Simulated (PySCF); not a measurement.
Consider H3O4PSi.

Input

```
{"job": {"kind": "nmr", "xc": "PBE0", "basis": "pcSseg-2"}, "charge": 0, "multiplicity": 1}
O      0.848013    -2.212251     0.495753
P      0.550559    -0.782047     0.495849
O      1.295170     0.013199     1.662258
O      0.782763     0.088563    -0.889085
Si    -0.859990     0.532275    -0.964844
O     -1.023880    -0.286470     0.520131
H      1.120163     0.961933     1.679934
H     -1.606096    -0.083666    -2.083367
H     -1.075686     1.993864    -0.850728
```

Run with:

```sh
OMP_NUM_THREADS=1 python cluster_run.py task.json out
```

Geometry: PBE0-D3(BJ)/def2-SVP.

The calculation used PySCF 2.14.0, PBE0/pcSseg-2, SCF density, gas phase, non-relativistic.

What will maps of the electron density and electron localisation function show?

P–O (1.46 Å): ρ is about 2 e/Å³ halfway; the ELF peaks at about 0.80 between the atoms (a polar covalent bond).
Si–P (2.42 Å): the density is about 0.52 e/Å³ at the midpoint; the ELF is about 0.20 at the midpoint.
O–H (0.96 Å): ρ is about 3.8 e/Å³ halfway; the ELF climbs to about 1 towards the hydrogen, as it does in any bond to H; a covalent bond by its length.
P–O (1.60 Å): ρ at the midpoint is about 1.5 e/Å³; the ELF peaks at about 0.85 between the atoms: a shared but strongly polarised pair.

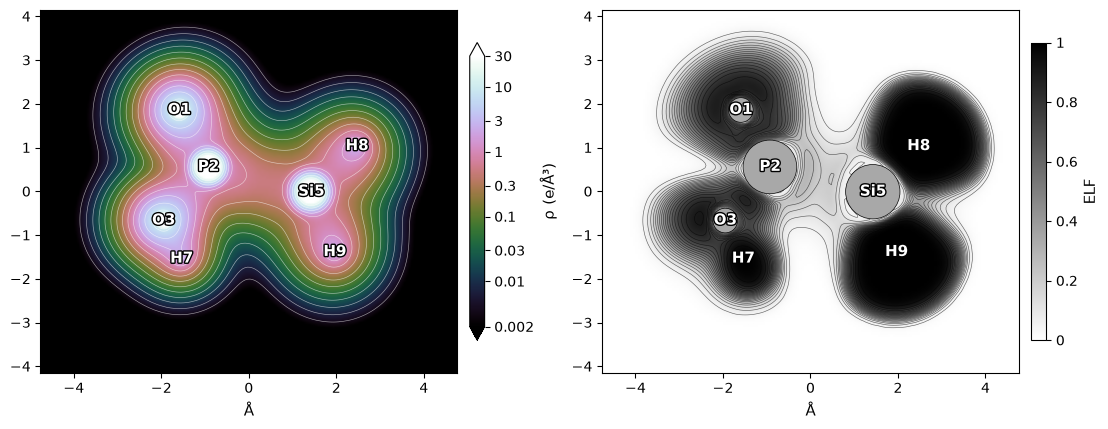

Computed electron density and electron localisation function on the plane of atoms O3, P2 and Si5, in this order. Grey discs cover the atomic cores in the ELF map. 
